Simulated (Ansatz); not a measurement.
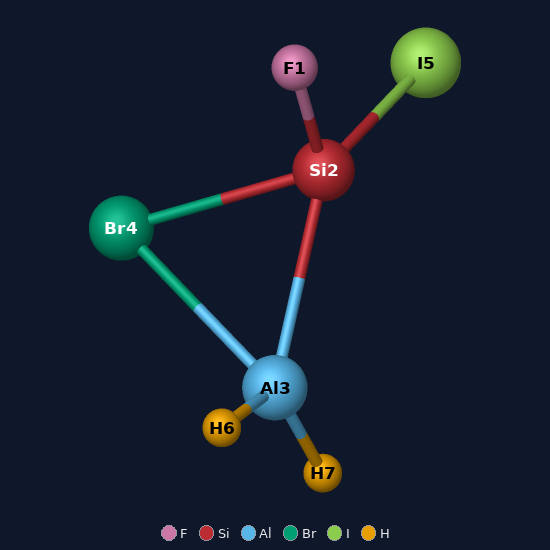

Sticks follow a distance rule. Harmonic vibrations computed with RKS PBE0-D4/def2-TZVP, core potentials on I (Ansatz 0.2.0) at a stationary point of the same level.

### How many imaginary frequencies does it have?

A minimum: no imaginary frequency, and the lowest mode lies at 73 cm⁻¹.

### How many vibrational modes are there, and where do they lie?

15 modes: 73, 81, 114, 169, 197, 278, 311, 364, 399, 491, 581, 712, 897, 1947, 1970 cm⁻¹.
